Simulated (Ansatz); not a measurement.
The parent structure is SrTiO3 in the cubic perovskite structure (space group Pm-3m, No. 221; a = 3.891 Å).

It is then changed as follows: Zr takes the place of Ti on all its sites; the structure is relaxed again.

Calculations: plane-wave PAW DFT at the PBEsol level (Ansatz, a program for electronic structure, 420 eV), spin-orbit coupling left out, earlier PAW set.

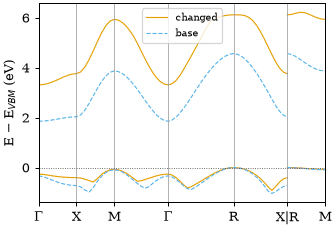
Highest valence and lowest conduction band along the path, each from its own valence-band maximum

Q: From the figure, how large is the changed gap, and is it direct?

A: About 3.3 eV, indirect, R → Γ.

No phonon test of stability was made. The final runs are not spin-polarised. Many cubic perovskites are stable only at high temperature; tilts and polar distortions were not tested.
